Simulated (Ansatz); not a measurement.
Nudged elastic band of SnH5OF

The run: nudged elastic band of SnH5OF. Method and program: RKS PBE0-D4/def2-SVP (Ansatz 0.2.0).

Figures and captions count atoms from 1; the log counts them from 0 in places.

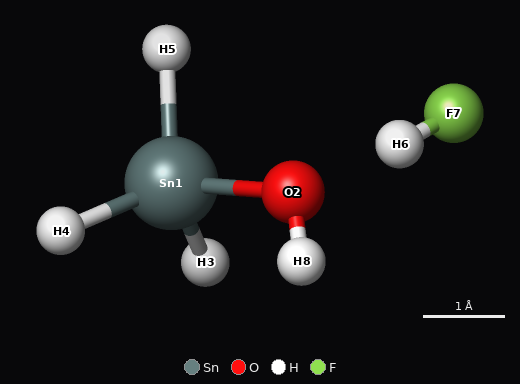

Fig. 1: The input geometry (ball-and-stick view, seen at a tilt; atoms are numbered from 1 in the order of the input). Sticks mark near contacts.

**Input**
```yaml
crystal:
  periodic: [false, false, false]
  atoms:
    - {symbol: Sn, position_ang: [0.187605, -1.022742, 0.398024]}
    - {symbol: O, position_ang: [0.561984, 0.662932, -0.607109]}
    - {symbol: H, position_ang: [-1.329049, -1.590618, -0.123669]}
    - {symbol: H, position_ang: [1.451437, -2.087484, -0.019700]}
    - {symbol: H, position_ang: [0.227513, -0.502704, 2.008027]}
    - {symbol: H, position_ang: [-0.540473, 1.746635, -0.225271]}
    - {symbol: F, position_ang: [-1.273918, 2.249271, 0.116567]}
    - {symbol: H, position_ang: [0.715001, 0.544810, -1.546868]}
basis:
  gaussian: {orbitals: def2-SVP}
hamiltonian: {xc: pbe0, dispersion: d4}
neb:
  images: 5
  climbing: true
  max_iterations: 40
  initial_path: idpp
  final_atoms:
    - {symbol: Sn, position_ang: [-0.443704, -0.890754, 0.645669]}
    - {symbol: O, position_ang: [1.084485, 1.333219, -0.633134]}
    - {symbol: H, position_ang: [-1.722049, -1.874850, 1.207777]}
    - {symbol: H, position_ang: [0.497887, -1.686411, -0.521349]}
    - {symbol: H, position_ang: [0.385247, -0.115700, 1.903209]}
    - {symbol: H, position_ang: [0.148397, 1.502705, -0.806004]}
    - {symbol: F, position_ang: [-1.446347, 0.488277, -0.300967]}
    - {symbol: H, position_ang: [1.496183, 1.243614, -1.495203]}
```

Hardware: 4 threads of Intel Xeon, 180 GiB of memory available, shared host.

Launched with:
```bash
ansatz run in.yaml --threads 4 --pin off --events-out ev --progress --plain --max-ram 9574MiB
```

**Output**
```
Functional definition: PBE0
  name "PBE0"
  cite "Adamo & Barone, J. Chem. Phys. 110, 6158 (1999) doi:10.1063/1.478522"
  cite "Perdew, Burke & Ernzerhof, Phys. Rev. Lett. 77, 3865 (1996) doi:10.1103/PhysRevLett.77.3865"
  parent pbe
  parameter a = 0.25
  parameter kappa = 0.804
  parameter beta = 0.06672455060314922
  exchange = (1 - a)*pbe_x(kappa = kappa, mu = beta*pi^2/3) + a*exact_x
  correlation = pbe_c(beta = beta)
923 factors; integrals over basis functions are off by at most 3.2e-4 eV
mean field evaluation 1: about -10663.2452 eV, gradient 5.3e1 eV
mean field evaluation 2: about -10654.2832 eV, gradient 8.6e1 eV
mean field evaluation 4: about -10667.9271 eV, gradient 3.4e0 eV
mean field evaluation 8: about -10667.9658 eV, gradient 5.2e-2 eV
mean field -10667.96584986 eV, -392.0405139753 hartree, gradient 1.2e-5 eV, S^2 0.000000; 0 other end points of the search recorded, 0 dependent functions left out
the calculation of the forces begins
reference -10667.96587786 eV, -392.0405150044 hartree; 22, 22 occupied and 57, 57 virtual orbitals, 923 factors
924 factors; integrals over basis functions are off by at most 1.1e-3 eV
mean field evaluation 16: about -10663.5317 eV, gradient 5.3e1 eV
mean field -10668.26400533 eV, -392.0514709870 hartree, gradient 1.0e-5 eV, S^2 0.000000; 0 other end points of the search recorded, 0 dependent functions left out
[... from here on the field's lines of each further geometry are left out, up to the last ...]
WARN: NEB end point (image 0): max|allowed force component| = 3.734e-1 eV/Å (the criterion of neb.relax_end_points is 1.000e-2). That is over neb.f_tol: it is no minimum, so the barrier can be far off. Relax it first
WARN: NEB end point (image 6): max|allowed force component| = 4.118e-1 eV/Å (the criterion of neb.relax_end_points is 1.000e-2). That is over neb.f_tol: it is no minimum, so the barrier can be far off. Relax it first
NEB iter   1: max|band force component| = 3.555e0 eV/Å  barrier→ = 1.9178 eV  barrier← = 2.2170 eV  Δτ_max = 0.2000 Å  (176 SCF iters)
NEB iter   2: max|band force component| = 2.462e0 eV/Å  barrier→ = 0.7293 eV  barrier← = 1.0285 eV  Δτ_max = 0.2000 Å  (143 SCF iters)
NEB iter   3: max|band force component| = 4.919e0 eV/Å  barrier→ = 0.3840 eV  barrier← = 0.6832 eV  Δτ_max = 0.1022 Å  (148 SCF iters)
NEB iter   4: max|band force component| = 8.205e-1 eV/Å  barrier→ = 0.2374 eV  barrier← = 0.5366 eV  Δτ_max = 0.1254 Å  (145 SCF iters)
NEB iter   5: max|band force component| = 5.013e-1 eV/Å  barrier→ = 0.2159 eV  barrier← = 0.5151 eV  Δτ_max = 0.1120 Å  (143 SCF iters)
NEB iter   6: max|band force component| = 3.599e-1 eV/Å  barrier→ = 0.1932 eV  barrier← = 0.4925 eV  CI = image 3  Δτ_max = 0.1307 Å  (143 SCF iters)
NEB iter   7: max|band force component| = 3.170e-1 eV/Å  barrier→ = 0.2265 eV  barrier← = 0.5257 eV  CI = image 3  Δτ_max = 0.0441 Å  (143 SCF iters)
NEB iter   8: max|band force component| = 9.365e-2 eV/Å  barrier→ = 0.2225 eV  barrier← = 0.5217 eV  CI = image 3  Δτ_max = 0.0341 Å  (141 SCF iters)
NEB iter   9: max|band force component| = 1.168e-1 eV/Å  barrier→ = 0.2183 eV  barrier← = 0.5176 eV  CI = image 3  Δτ_max = 0.0171 Å  (138 SCF iters)
NEB iter  10: max|band force component| = 9.578e-2 eV/Å  barrier→ = 0.2178 eV  barrier← = 0.5170 eV  CI = image 3  Δτ_max = 0.0343 Å  (135 SCF iters)
NEB iter  11: max|band force component| = 4.868e-2 eV/Å  barrier→ = 0.2168 eV  barrier← = 0.5160 eV  CI = image 3  Δτ_max = 0.0343 Å  (141 SCF iters)
NEB iter  12: max|band force component| = 8.478e-2 eV/Å  barrier→ = 0.2159 eV  barrier← = 0.5152 eV  CI = image 3  Δτ_max = 0.0388 Å  (29 SCF iters)
the calculation of the forces begins
reference -10667.76519554 eV, -392.0331400651 hartree; 22, 22 occupied and 57, 57 virtual orbitals, 924 factors
these checks for a lower state are left out or cut short: stability, starts, cluster_reference, orbital_swaps, neighbouring_geometries, increment
924 factors; integrals over basis functions are off by at most 1.2e-3 eV
mean field -10667.93202490 eV, -392.0392709310 hartree, gradient 2.2e-6 eV, S^2 0.000000; 0 other end points of the search recorded, 0 dependent functions left out
the calculation of the forces begins
reference -10667.93205368 eV, -392.0392719887 hartree; 22, 22 occupied and 57, 57 virtual orbitals, 924 factors
NEB iter  13: max|band force component| = 3.337e-2 eV/Å  barrier→ = 0.2158 eV  barrier← = 0.5150 eV  CI = image 3  CI's point: of a kind that is not told: the force calls were inconclusive, a negative curvature could not be distinguished from the path's own, the only one lies far off the path, or fixed occupations may fill a level only in part  Δτ_max = 0.0000 Å  (1034 SCF iters)
```

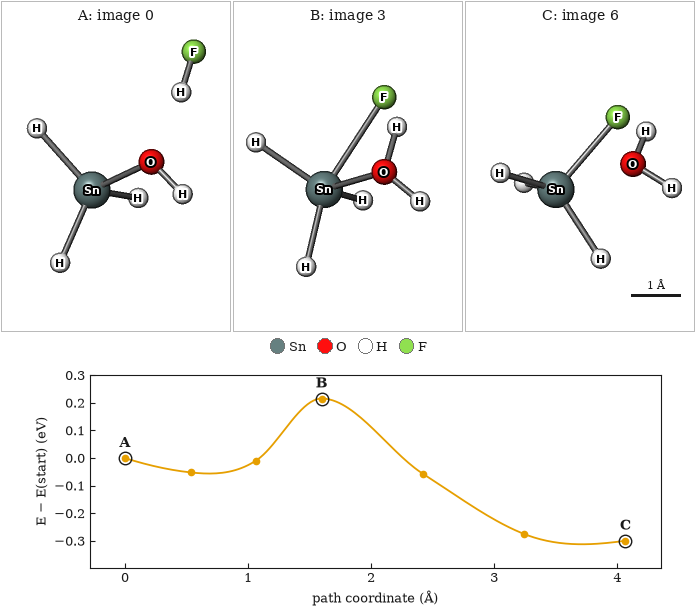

Fig. 2: Images of the last band (counted from 0; ball-and-stick, seen at a tilt) above the energy along the path; the line is a cubic interpolation that uses the forces. The highest image is number 3, 0.216 eV above the start and 0.515 eV above the end (the climbing image); the end lies 0.299 eV below the start. The path is 4.07 Å long. The band converged in 13 iterations. The end points carry forces over 0.1 eV/Å, so they aren't fully relaxed minima and the barriers are approximate.

```
Total energy: -10667.84072204 eV, -392.0359156130 hartree
Atom 0 at    -0.270848    -0.702611     0.422870 Å, force    -0.000817    -0.002482     0.001968 eV/Å
Atom 1 at     1.025226     0.772692    -0.523301 Å, force     0.006328     0.005329    -0.001920 eV/Å
Atom 2 at    -1.700251    -1.152455    -0.397532 Å, force    -0.000668     0.001011    -0.001260 eV/Å
Atom 3 at     0.903459    -1.931673     0.075777 Å, force    -0.000227     0.001065     0.000558 eV/Å
Atom 4 at    -0.293354    -0.422393     2.100529 Å, force    -0.002251    -0.000375     0.001055 eV/Å
Atom 5 at     0.081719     1.397956    -0.363157 Å, force    -0.001252     0.000324    -0.001975 eV/Å
Atom 6 at    -1.013943     1.411131     0.129787 Å, force     0.003044    -0.003602     0.001293 eV/Å
Atom 7 at     1.268091     0.627451    -1.444972 Å, force    -0.004157    -0.001269     0.000282 eV/Å
Dipole moment:     0.211291    -0.341014    -0.285700 e Å
```

**The last band as extended XYZ (Å, eV, eV/Å)**
```
8
Properties=species:S:1:pos:R:3:forces:R:3 image=0 energy=-10668.05645
Sn    0.1876   -1.0227    0.3980   -0.1182  -0.2044   0.1535
O     0.5620    0.6629   -0.6071    0.0668   0.3734  -0.0178
H    -1.3290   -1.5906   -0.1237   -0.0939  -0.0469  -0.0101
H     1.4514   -2.0875   -0.0197    0.0768  -0.0820  -0.0056
H     0.2275   -0.5027    2.0080    0.0028   0.0146   0.0952
H    -0.5405    1.7466   -0.2253   -0.0798   0.1563   0.0355
F    -1.2739    2.2493    0.1166    0.1094  -0.1992  -0.0281
H     0.7150    0.5448   -1.5469    0.0360  -0.0119  -0.2227
8
Properties=species:S:1:pos:R:3:forces:R:3 image=1 energy=-10668.10828
Sn    0.0647   -0.9220    0.3900   -0.0025   0.0115  -0.0026
O     0.7637    0.6822   -0.6346    0.0131   0.0043  -0.0054
H    -1.4497   -1.3570   -0.2658   -0.0077   0.0143   0.0029
H     1.2362   -2.1466    0.1178   -0.0111   0.0076  -0.0018
H     0.0404   -0.3863    1.9998    0.0012   0.0095   0.0025
H    -0.3966    1.6793   -0.2395    0.0001  -0.0138  -0.0015
F    -1.2028    1.9451    0.1970   -0.0019  -0.0367   0.0073
H     0.9442    0.5055   -1.5647    0.0088   0.0034  -0.0015
8
Properties=species:S:1:pos:R:3:forces:R:3 image=2 energy=-10668.06524
Sn   -0.0788   -0.8004    0.3931    0.0861  -0.0789  -0.0421
O     0.9130    0.7152   -0.5806   -0.0050  -0.0308   0.0034
H    -1.5860   -1.1666   -0.3217    0.0546   0.0392  -0.0239
H     1.0327   -2.0730    0.0865    0.0279  -0.1108   0.0226
H    -0.1024   -0.3740    2.0389    0.0313   0.0184  -0.0502
H    -0.2546    1.5443   -0.2910   -0.1486   0.0817   0.0558
F    -1.1246    1.6221    0.1567   -0.0547   0.1703  -0.0033
H     1.2008    0.5326   -1.4820    0.0084  -0.0890   0.0378
8
Properties=species:S:1:pos:R:3:forces:R:3 image=3 energy=-10667.84069
Sn   -0.2708   -0.7026    0.4229   -0.0008  -0.0025   0.0020
O     1.0252    0.7727   -0.5233    0.0063   0.0053  -0.0019
H    -1.7003   -1.1525   -0.3975   -0.0007   0.0010  -0.0013
H     0.9035   -1.9317    0.0758   -0.0002   0.0011   0.0006
H    -0.2934   -0.4224    2.1005   -0.0023  -0.0004   0.0011
H     0.0817    1.3980   -0.3632   -0.0013   0.0003  -0.0020
F    -1.0139    1.4111    0.1298    0.0030  -0.0036   0.0013
H     1.2681    0.6275   -1.4450   -0.0042  -0.0013   0.0003
8
Properties=species:S:1:pos:R:3:forces:R:3 image=4 energy=-10668.11331
Sn   -0.5267   -0.6909    0.4328   -0.0835   0.0010   0.0133
O     1.2929    0.9004   -0.3836    0.0576   0.0647  -0.0102
H    -1.9544   -1.3358   -0.2610   -0.1057  -0.0975   0.1019
H     0.7454   -1.7230   -0.1039   -0.0325   0.1015  -0.0824
H    -0.4631   -0.4892    2.1233   -0.0056  -0.0217   0.0196
H     0.4844    1.4630   -0.4284    0.1227   0.0282  -0.0060
F    -1.0845    1.1844   -0.0783   -0.0292  -0.0960  -0.0612
H     1.5061    0.6912   -1.3008    0.0762   0.0197   0.0250
8
Properties=species:S:1:pos:R:3:forces:R:3 image=5 energy=-10668.33141
Sn   -0.6895   -0.7396    0.3600   -0.0324  -0.0160  -0.0091
O     1.4567    1.0130   -0.1363    0.0090   0.0371   0.0198
H    -2.1963   -1.4554   -0.0372   -0.0547  -0.0432   0.0821
H     0.5531   -1.6262   -0.4047   -0.0332   0.0258  -0.0715
H    -0.4770   -0.4454    2.0231    0.0294   0.0144  -0.0130
H     0.6330    1.4872   -0.3569    0.0263   0.0126   0.0159
F    -1.0652    1.0318   -0.4486   -0.0011  -0.0395  -0.0729
H     1.7852    0.7347   -0.9993    0.0567   0.0088   0.0488
8
Properties=species:S:1:pos:R:3:forces:R:3 image=6 energy=-10668.35569
Sn   -0.8546   -0.7852    0.2457    0.1531  -0.1820   0.1509
O     1.5153    1.0248    0.0898   -0.0506  -0.0771   0.3241
H    -2.4349   -1.4152    0.0894   -0.0967  -0.0625  -0.0004
H     0.2782   -1.7015   -0.6253    0.0544  -0.0981  -0.0528
H    -0.4612   -0.3985    1.8473    0.0055  -0.0073   0.1162
H     0.7947    1.4680   -0.3784   -0.1313   0.0225  -0.1372
F    -1.0491    0.9040   -0.7092    0.0464   0.4118  -0.2169
H     2.2116    0.9037   -0.5592    0.0192  -0.0073  -0.1839
```

**Key numbers**

- outcome: converged
- barrier, forward: 0.216 eV
- barrier, backward: 0.515 eV
- dipole moment (one image of the band): 2.37 D
- wall time: 1.9 min (CPU time 5.2 min)
- peak memory: 0.4 GiB
